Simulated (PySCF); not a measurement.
# C3H13NSi2: a tour of settings

Which settings matter for C3H13NSi2 (`CC(C)N[SiH2][SiH3]`)?

Programs: PySCF 2.14.0, with density-fitted response routines of our own. Each step states its level of theory. These are calculated values for one molecule in the gas phase, unless marked as measured. Atoms are numbered from 0 throughout.

1 further run of the same task is left out (set aside as unsound or not needed).

## 1. The starting structure

19 atoms, charge 0, multiplicity 1; geometry from: GFN2-xTB.

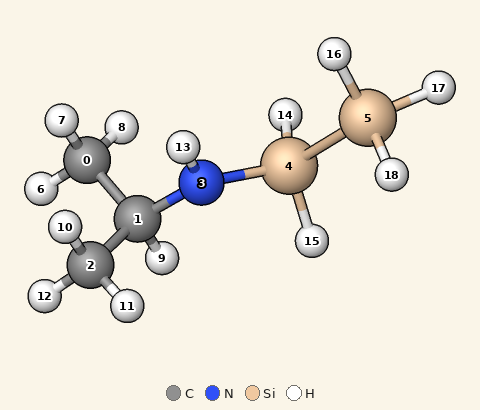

As it starts; carbon grey, nitrogen blue, silicon light orange, hydrogen white, atoms numbered.

## 2. NMR shieldings: PBE0/pcSseg-1

What the job is given:

```
{"job": {"kind": "nmr", "xc": "PBE0", "basis": "pcSseg-1"}, "charge": 0, "multiplicity": 1}
C     -1.670005     1.116664    -1.056719
C     -1.255504    -0.140114    -0.289236
C     -2.226964    -0.425071     0.855448
N      0.089298    -0.032393     0.228037
Si     1.496129    -0.501298    -0.636211
Si     3.268280    -0.263379     0.805151
H     -2.661484     0.993771    -1.485165
H     -1.681937     1.977444    -0.390030
H     -0.962694     1.310215    -1.859527
H     -1.257506    -0.989313    -0.980120
H     -2.246740     0.413312     1.549691
H     -1.912175    -1.314368     1.395748
H     -3.232050    -0.582779     0.473090
H      0.158171     0.708062     0.910790
H      1.696519     0.237979    -1.904579
H      1.216067    -1.882099    -1.059523
H      3.322069     1.036663     1.486170
H      4.534368    -0.385964     0.079116
H      3.316353    -1.268082     1.870407
```

Method: GIAO PBE0/pcSseg-1 NMR shielding, non-relativistic, gas phase.

Started as:

```console
OMP_NUM_THREADS=1 python probes_run.py task.json out
```

The driver reads the jobs from task.json and runs them one after another.

Standard output:

```text
coarse grid: 15632 points
cycle   1  E = -755.2969342907  dE =  2.565e-01  |g| = 4.644e-01  |ddm| = 3.666e+00
cycle   2  E = -755.2665423373  dE =  3.039e-02  |g| = 5.945e-01  |ddm| = 1.064e+00
cycle   3  E = -755.3485485618  dE = -8.201e-02  |g| = 7.979e-02  |ddm| = 6.973e-01
cycle   4  E = -755.3498390757  dE = -1.291e-03  |g| = 2.544e-02  |ddm| = 9.373e-02
cycle   5  E = -755.3499846568  dE = -1.456e-04  |g| = 4.734e-03  |ddm| = 2.364e-02
cycle   6  E = -755.3499894950  dE = -4.838e-06  |g| = 1.367e-03  |ddm| = 6.070e-03
final grid: 138304 points
cycle   7  E = -755.3823827893  dE = -3.459e-05  |g| = 8.764e-03  |ddm| = 2.986e-02
cycle   8  E = -755.3823715958  dE =  1.119e-05  |g| = 1.105e-02  |ddm| = 1.907e-02
cycle   9  E = -755.3824020766  dE = -3.048e-05  |g| = 9.735e-04  |ddm| = 1.119e-02
cycle  10  E = -755.3824022676  dE = -1.910e-07  |g| = 2.731e-04  |ddm| = 1.079e-03
cycle  11  E = -755.3824022826  dE = -1.508e-08  |g| = 5.442e-05  |ddm| = 2.485e-04
cycle  12  E = -755.3824022833  dE = -6.141e-10  |g| = 1.828e-05  |ddm| = 6.867e-05
converged SCF energy = -755.3824022833

GIAO shielding tensors (ppm)
atom      isotropic    diamagn.    paramagn.     s11        s22        s33       span
  0 C      159.421     248.180     -88.759    140.751    151.998    185.514     44.763
  1 C      135.144     241.320    -106.176    118.142    127.843    159.446     41.304
  2 C      157.369     246.743     -89.373    137.718    147.926    186.464     48.746
  3 N      223.014     326.205    -103.191    182.153    207.497    279.393     97.240
  4 Si     406.710     881.960    -475.250    361.987    371.959    486.184    124.198
  5 Si     471.265     880.386    -409.121    456.895    471.458    485.443     28.549
  6 H       30.571      29.780       0.791     26.272     27.857     37.584     11.312
  7 H       31.090      31.094      -0.004     28.600     29.100     35.569      6.969
  8 H       30.061      30.978      -0.917     25.612     29.187     35.385      9.773
  9 H       28.926      32.392      -3.466     25.741     28.529     32.508      6.767
 10 H       30.935      30.728       0.207     28.272     29.147     35.386      7.114
 11 H       30.234      30.190       0.044     26.230     28.383     36.090      9.860
 12 H       30.533      29.292       1.241     26.138     27.915     37.545     11.407
 13 H       32.498      37.438      -4.940     23.868     33.492     40.134     16.266
 14 H       26.550      30.397      -3.847     22.312     25.323     32.014      9.701
 15 H       26.856      30.670      -3.814     23.510     25.532     31.527      8.017
 16 H       28.385      29.631      -1.246     24.975     26.786     33.395      8.420
 17 H       28.469      28.462       0.008     25.188     25.719     34.501      9.313
 18 H       28.306      29.188      -0.882     24.969     26.127     33.820      8.851
```

Run time: 76 s. Hardware: 1 thread, shared host.

Shifts follow as δ = σ(reference) − σ, with reference shieldings (ppm) from runs at the same level and on the same kind of geometry: ¹H TMS 31.72, ¹³C TMS 186.9, ²⁹Si TMS 349.2, ¹⁵N NH3 267.7. The references are single molecules in the gas phase, so shifts against H2O, NH3, PH3, H3PO4 or CFCl3 are not on the usual liquid scales and can be off by tens of ppm. Atoms listed in one row are averaged.

```csv
atoms,environment,σ (ppm),δ (ppm),δ scaled to CDCl3
C1,sp3 CH bonded to N,135.1,51.8,48.6
"C0, C2",methyl carbon,158.4,28.5,25.9
"H14, H15","hydrogen on a silicon bonded to N, Si",26.70,5.01,–
"H16, H17, H18",hydrogen on a silicon bonded to Si,28.39,3.33,–
H9,hydrogen on an sp3 CH bonded to N,28.93,2.79,2.74
"H6, H7, H8, H10, H11, H12",hydrogen on a methyl carbon,30.57,1.15,1.19
H13,"hydrogen on a nitrogen bonded to C, Si",32.50,-0.78,–
N3,"nitrogen bonded to C, Si, H",223.0,44.7,–
Si4,"silicon bonded to N, Si, 2 H",406.7,-57.6,–
Si5,"silicon bonded to Si, 3 H",471.3,-122.1,–
```

The scaled column applies a straight-line fit of computed shieldings to shifts measured in CDCl3 (root-mean-square error 0.16 ppm for H, 1.9 ppm for C).

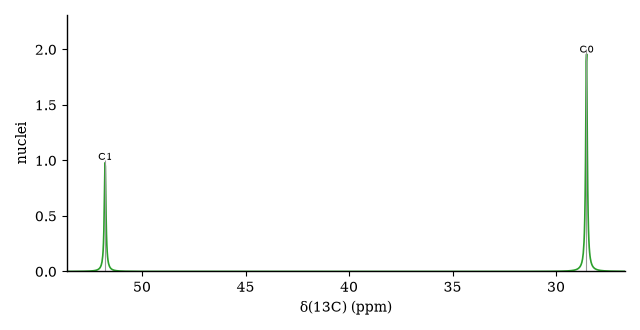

¹³C lines at the computed shifts, without couplings. Lines are broadened to a width of 0.09 ppm (Lorentzian).

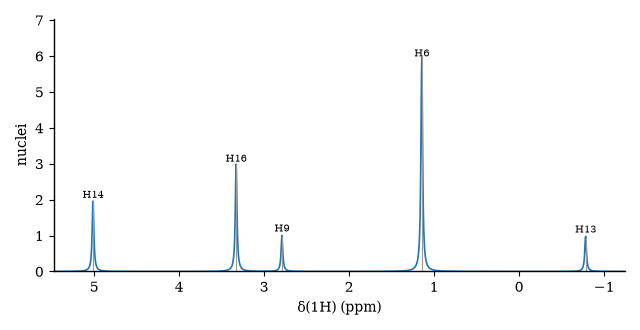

¹H lines at the computed shifts, without couplings. Lines are broadened to a width of 0.02 ppm (Lorentzian).

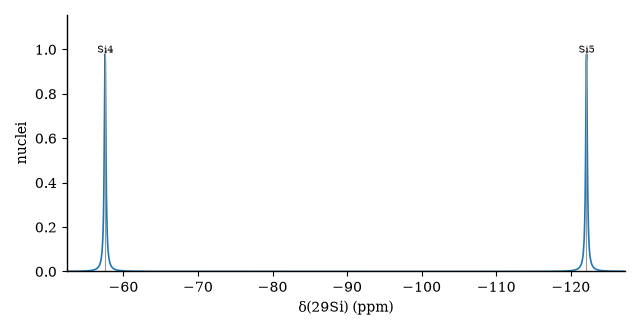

²⁹Si lines at the computed shifts, without couplings. Lines are broadened to a width of 0.26 ppm (Lorentzian).

Charges from the same density, by scheme (e):

```csv
atoms,Mulliken,IAO,Hirshfeld,ESP fit
"C0, C2",-0.20,-0.43,-0.12,-0.61
C1,-0.16,0.02,0.03,0.62
N3,-0.65,-0.67,-0.24,-0.83
Si4,0.49,0.60,0.28,0.45
Si5,0.14,0.27,0.21,0.14
```

ESP fit charges:

C0 -0.61; C1 0.62; C2 -0.62; N3 -0.83; Si4 0.45; Si5 0.14; H6 0.14; H7 0.15; H8 0.15; H9 0.01; H10 0.16; H11 0.15; H12 0.15; H13 0.36; H14 -0.14; H15 -0.11; H16 -0.06; H17 -0.07; H18 -0.06

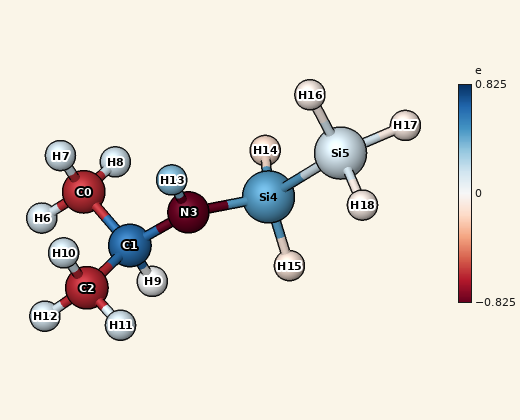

ESP fit charges, as colours on the atoms.

Mayer bond orders: C0–C1 1.03, C1–C2 1.03, C1–N3 0.92, N3–Si4 1.00, Si4–Si5 0.93.

## 3. Ultraviolet spectrum: PBE0/def2-SVPD

The job, as its differences from that of step 2:

```diff
@@ -1,2 +1,2 @@
-{"job": {"kind": "nmr", "xc": "PBE0", "basis": "pcSseg-1"}, "charge": 0, "multiplicity": 1}
+{"job": {"kind": "uv", "xc": "PBE0", "basis": "def2-SVPD", "nstates": 6, "ntriplets": 2}, "charge": 0, "multiplicity": 1}
 C     -1.670005     1.116664    -1.056719
```

Method: TDDFT PBE0/def2-SVPD, vertical, gas phase, core orbitals frozen in the response.

Standard output:

```text
coarse grid: 15632 points
cycle   1  E = -754.9885583062  dE =  2.128e-01  |g| = 4.450e-01  |ddm| = 5.703e+00
cycle   2  E = -754.9570800577  dE =  3.148e-02  |g| = 5.794e-01  |ddm| = 1.536e+00
cycle   3  E = -755.0377326803  dE = -8.065e-02  |g| = 8.089e-02  |ddm| = 8.960e-01
cycle   4  E = -755.0391344397  dE = -1.402e-03  |g| = 2.621e-02  |ddm| = 1.435e-01
cycle   5  E = -755.0392971512  dE = -1.627e-04  |g| = 4.466e-03  |ddm| = 4.415e-02
cycle   6  E = -755.0393018422  dE = -4.691e-06  |g| = 1.401e-03  |ddm| = 1.182e-02
final grid: 138304 points
cycle   7  E = -755.1318727102  dE = -3.826e-05  |g| = 8.421e-03  |ddm| = 1.343e-01
cycle   8  E = -755.1318614306  dE =  1.128e-05  |g| = 1.074e-02  |ddm| = 2.764e-02
cycle   9  E = -755.1318911035  dE = -2.967e-05  |g| = 1.013e-03  |ddm| = 1.455e-02
cycle  10  E = -755.1318913323  dE = -2.289e-07  |g| = 2.455e-04  |ddm| = 1.695e-03
cycle  11  E = -755.1318913451  dE = -1.276e-08  |g| = 5.821e-05  |ddm| = 4.600e-04
cycle  12  E = -755.1318913459  dE = -7.969e-10  |g| = 1.979e-05  |ddm| = 1.711e-04
converged SCF energy = -755.1318913459

Static polarisability (au): isotropic 103.511, principal 89.764 96.784 123.984

Singlet excitations
state   eV       nm        f      main configurations
  1   5.3398    232.2   0.00374   H->L 0.98
  2   5.9759    207.5   0.01221   H->L+1 0.98
  3   6.2539    198.3   0.00416   H->L+2 0.95
  4   6.5636    188.9   0.01287   H->L+3 0.95
  5   6.7712    183.1   0.01737   H->L+4 0.96
  6   6.8885    180.0   0.00827   H->L+5 0.91

Triplet excitations (Tamm-Dancoff, eV): 5.0919 5.6816
```

Run time: 98 s. Hardware: 1 thread, shared host.

Frontier orbitals and where they lie:

```csv
orbital,eV,atoms
HOMO−3,-9.49,"C1 20 %, C2 12 %, N3 11 %"
HOMO−2,-9.30,"Si4 21 %, Si5 17 %, H18 12 %"
HOMO−1,-8.43,"Si5 32 %, Si4 29 %, N3 6 %"
HOMO,-6.73,"N3 54 %, Si4 11 %, C1 7 %"
LUMO,-0.09,"Si4 29 %, Si5 24 %, H16 9 %"
LUMO+1,0.38,"Si5 34 %, Si4 26 %, H18 13 %"
LUMO+2,0.58,"Si5 36 %, Si4 16 %, H16 9 %"
```

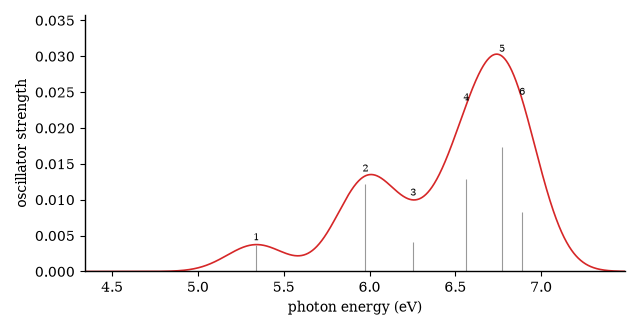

Absorption spectrum from the 6 singlet states computed; above the last one it falls off for lack of states. Lines are broadened to a width of 0.40 eV (Gaussian).

Ground-state properties from the same run:

```csv
property,computed
dipole moment (D),1.26
polarisability (Å³),15.34
HOMO–LUMO gap (eV),6.64
−ε(HOMO) (eV),6.73
```

## 4. Nuclear shieldings: PW91/pcSseg-1

The job, as its differences from that of step 3:

```diff
@@ -1,2 +1,2 @@
-{"job": {"kind": "uv", "xc": "PBE0", "basis": "def2-SVPD", "nstates": 6, "ntriplets": 2}, "charge": 0, "multiplicity": 1}
+{"job": {"kind": "nmr", "xc": "PW91", "basis": "pcSseg-1", "pop": true}, "charge": 0, "multiplicity": 1}
 C     -1.670005     1.116664    -1.056719
```

With the program's defaults for keys left out, this is: GIAO PW91/pcSseg-1 NMR shielding, non-relativistic, gas phase.

Standard output:

```text
coarse grid: 15632 points
cycle   1  E = -755.5729964952  dE =  1.781e-01  |g| = 6.621e-01  |ddm| = 3.738e+00
cycle   2  E = -755.2867493864  dE =  2.862e-01  |g| = 1.246e+00  |ddm| = 2.463e+00
cycle   3  E = -755.6747455573  dE = -3.880e-01  |g| = 2.099e-01  |ddm| = 2.083e+00
cycle   4  E = -755.6850680721  dE = -1.032e-02  |g| = 5.745e-02  |ddm| = 2.719e-01
cycle   5  E = -755.6858025498  dE = -7.345e-04  |g| = 1.456e-02  |ddm| = 6.588e-02
cycle   6  E = -755.6858491403  dE = -4.659e-05  |g| = 6.377e-03  |ddm| = 2.111e-02
cycle   7  E = -755.6858581015  dE = -8.961e-06  |g| = 1.251e-03  |ddm| = 5.637e-03
final grid: 138304 points
cycle   8  E = -755.7302965444  dE = -4.574e-05  |g| = 1.085e-02  |ddm| = 4.142e-02
cycle   9  E = -755.7302405503  dE =  5.599e-05  |g| = 1.840e-02  |ddm| = 2.887e-02
cycle  10  E = -755.7303246655  dE = -8.412e-05  |g| = 2.285e-03  |ddm| = 2.114e-02
cycle  11  E = -755.7303258116  dE = -1.146e-06  |g| = 4.158e-04  |ddm| = 2.662e-03
cycle  12  E = -755.7303258496  dE = -3.799e-08  |g| = 9.087e-05  |ddm| = 4.784e-04
cycle  13  E = -755.7303258515  dE = -1.932e-09  |g| = 3.001e-05  |ddm| = 1.228e-04
cycle  14  E = -755.7303258517  dE = -2.019e-10  |g| = 7.561e-06  |ddm| = 2.697e-05
converged SCF energy = -755.7303258517

GIAO shielding tensors (ppm)
atom      isotropic    diamagn.    paramagn.     s11        s22        s33       span
  0 C      153.822     247.739     -93.918    134.153    146.212    181.100     46.947
  1 C      126.145     242.385    -116.240    108.690    118.527    151.219     42.529
  2 C      151.275     246.376     -95.101    131.117    140.722    181.986     50.869
  3 N      213.281     324.865    -111.584    169.194    196.195    274.454    105.259
  4 Si     390.830     883.111    -492.281    342.579    355.493    474.418    131.839
  5 Si     457.828     881.359    -423.531    442.505    457.847    473.132     30.627
  6 H       30.423      29.576       0.847     26.306     27.855     37.108     10.801
  7 H       31.095      31.201      -0.105     28.911     29.155     35.221      6.310
  8 H       29.962      31.097      -1.135     25.763     29.119     35.004      9.241
  9 H       28.729      32.497      -3.769     25.863     28.421     31.902      6.040
 10 H       30.908      30.854       0.054     28.572     29.155     34.998      6.426
 11 H       30.189      30.326      -0.137     26.500     28.373     35.693      9.193
 12 H       30.393      29.109       1.283     26.177     27.922     37.079     10.902
 13 H       32.423      37.401      -4.977     24.177     33.587     39.506     15.330
 14 H       26.186      30.421      -4.236     21.942     24.854     31.761      9.819
 15 H       26.635      30.758      -4.122     23.389     25.320     31.197      7.809
 16 H       28.309      29.780      -1.471     25.001     26.754     33.172      8.171
 17 H       28.364      28.447      -0.082     25.185     25.675     34.233      9.048
 18 H       28.229      29.299      -1.070     24.993     26.103     33.591      8.598
```

Wall time 1.8 min (1 thread, shared host).

This run: δ C1 55.3, C0 28.9, N3 53.7, Si4 -63.0, H14 5.24, H16 3.35 ppm (means over like atoms).

## 5. Excited states and response: HCTH407/IGLO-II

The job, as its differences from that of step 4:

```diff
@@ -1,2 +1,2 @@
-{"job": {"kind": "nmr", "xc": "PW91", "basis": "pcSseg-1", "pop": true}, "charge": 0, "multiplicity": 1}
+{"job": {"kind": "uv", "xc": "HCTH407", "basis": "IGLO-II", "nstates": 3, "ntriplets": 5, "tda": false, "scf": {"aux": "def2-universal-jkfit"}}, "charge": 0, "multiplicity": 1}
 C     -1.670005     1.116664    -1.056719
```

Level: TDDFT HCTH407/IGLO-II, vertical, gas phase, core orbitals frozen in the response.

Standard output:

```text
final grid: 138304 points
cycle   1  E = -755.8697308018  dE =  1.113e-01  |g| = 6.571e-01  |ddm| = 3.134e+00
cycle   2  E = -755.6177083100  dE =  2.520e-01  |g| = 1.185e+00  |ddm| = 1.937e+00
cycle   3  E = -755.9696469398  dE = -3.519e-01  |g| = 1.948e-01  |ddm| = 1.578e+00
cycle   4  E = -755.9781489190  dE = -8.502e-03  |g| = 7.346e-02  |ddm| = 2.301e-01
cycle   5  E = -755.9793174332  dE = -1.169e-03  |g| = 1.544e-02  |ddm| = 6.347e-02
cycle   6  E = -755.9793750534  dE = -5.762e-05  |g| = 5.879e-03  |ddm| = 2.003e-02
cycle   7  E = -755.9793825830  dE = -7.530e-06  |g| = 1.153e-03  |ddm| = 4.706e-03
cycle   8  E = -755.9793828696  dE = -2.866e-07  |g| = 3.319e-04  |ddm| = 1.287e-03
cycle   9  E = -755.9793828952  dE = -2.561e-08  |g| = 8.028e-05  |ddm| = 4.604e-04
cycle  10  E = -755.9793828972  dE = -1.999e-09  |g| = 1.949e-05  |ddm| = 1.277e-04
cycle  11  E = -755.9793828973  dE = -1.060e-10  |g| = 4.791e-06  |ddm| = 2.745e-05
converged SCF energy = -755.9793828973

Static polarisability (au): isotropic 99.358, principal 85.806 92.436 119.833

Singlet excitations
state   eV       nm        f      main configurations
  1   4.6988    263.9   0.00219   H->L 0.99
  2   5.1649    240.1   0.01823   H->L+1 0.99
  3   5.8682    211.3   0.00457   H->L+2 0.96

Triplet excitations (Tamm-Dancoff, eV): 4.5275 4.9639 5.7900 5.8338 6.0428
```

Run time: 1.9 min. Hardware: 1 thread, shared host.

In short: HOMO -5.48 eV, LUMO -0.85 eV; lowest singlet 4.70 eV.

## 6. Comparing the runs: NMR shifts

Shifts (ppm) of some atoms, chosen among heavy atoms and hydrogens apart, means over like atoms, with basis size and wall time:

```csv
run,C1,C0,H14,H9,N3,Si4,Si5,functions,time
PBE0/pcSseg-1,51.8,28.5,5.01,2.79,44.7,-57.6,-122.1,181,76 s
PW91/pcSseg-1,55.3,28.9,5.24,2.92,53.7,-63.0,-130.0,181,1.8 min
```

## 7. Run by run: electronic excitations

Excitations and ground-state properties, with basis size and wall time:

```csv
run,lowest singlet (eV),brightest (eV),f,gap (eV),α (Å³),μ (D),functions,time
PBE0/def2-SVPD,5.34,6.77,0.017,6.64,15.34,1.26,232,98 s
HCTH407/IGLO-II,4.70,5.16,0.018,4.63,14.72,1.23,236,1.9 min
```

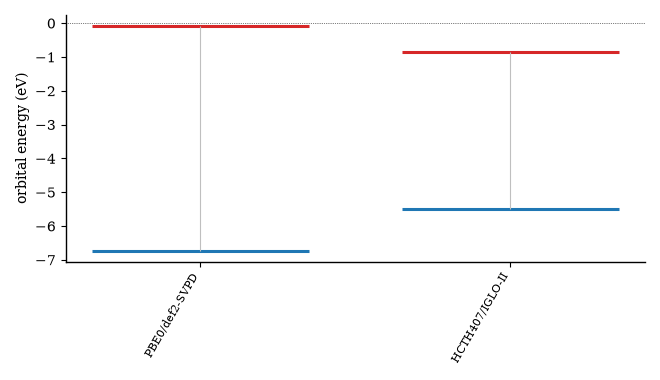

HOMO (blue) and LUMO (red) run by run.

## 8. Summary of results

| quantity | value |
| --- | --- |
| ¹³C shifts against TMS (PBE0/pcSseg-1, means over atoms taken as alike) | 51.8, 28.5 ppm |
| ¹H shifts against TMS (PBE0/pcSseg-1, means over atoms taken as alike) | 5.01, 3.33, 2.79, 1.15, -0.78 ppm |
| ¹⁵N shifts against NH3 (PBE0/pcSseg-1) | 44.7 ppm |
| ²⁹Si shifts against TMS (PBE0/pcSseg-1) | -57.6, -122.1 ppm |
| lowest singlet (PBE0/def2-SVPD) | 5.34 eV (232 nm), f = 0.004 |
| brightest single state of those computed | state 5, 6.77 eV, f = 0.017 |
| lowest triplet | 5.09 eV |
| range of the shift of N3 | 44.7 to 53.7 ppm |
| range of the lowest singlet | 4.70 to 5.34 eV |

Single values in the summary come from the first run of each kind that ended normally (PBE0/pcSseg-1; PBE0/def2-SVPD), which need not be the best level. At PBE0/pcSseg-1: The widest tensor belongs to Si4: span 124 ppm, with a paramagnetic part of -475 ppm. The first singlet state (HOMO→LUMO 0.98) lies at 5.34 eV and is weak; of the 6 states computed, the strongest absorption comes from state 5 at 6.77 eV. The lowest triplet lies 0.25 eV below the lowest singlet (triplets in Tamm-Dancoff, singlets in full TDDFT). States above −ε(HOMO) lie where TDDFT describes them poorly and they hang on the basis; the brightest is among them. In ppm, N3 moves most: its shift spreads over 8.9 ppm, from 44.7 (PBE0/pcSseg-1) to 53.7 (PW91/pcSseg-1). The lowest singlet runs from 4.70 eV (HCTH407/IGLO-II) to 5.34 eV (PBE0/def2-SVPD), while the orbital gap spans 4.63 to 6.64 eV. The lowest state need not be the same one in every run. The runs solved for a few states only, so the brightest column depends on that window.
